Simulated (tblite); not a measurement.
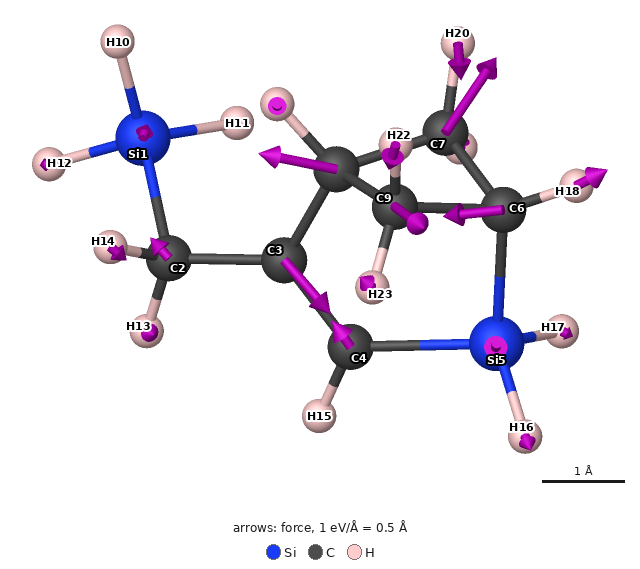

Starting geometry of C₇H₁₄Si₂ with the computed forces as purple arrows. A ball-and-stick model, seen at a tilt.

All numbers below come from tblite 0.8.0, GFN2-xTB geometry optimisation, gas phase. 

Q: Is this structure relaxed? If not, where do the atoms go?

A: It isn't relaxed: the largest force vector, on a C atom, is 2.56 eV/Å. The final displacements have little in common with the starting forces (cosine between the two patterns 0.09). The atom that moves furthest after the best rigid fit is an H atom (1.04 Å). By element the largest moves are H 1.04 Å, Si 0.26 Å, C 0.23 Å. Among the contacts that change: C–C 1.490 → 1.539 Å, C–H 1.128 → 1.090 Å, C–H 1.056 → 1.089 Å, H–Si 1.442 → 1.469 Å. Bond angles that change, for instance: C–Si–H 105.2° → 112.7°, C–C–C 123.3° → 116.6°, C–C–H 109.9° → 116.5°. Groups turn about C–Si by about 25°. The energy falls by 10.5 kcal/mol in 95 geometry steps. The run took 3.2 s on 1 thread of Intel(R) Xeon(R) Processor @ 2.50GHz, on a shared host.
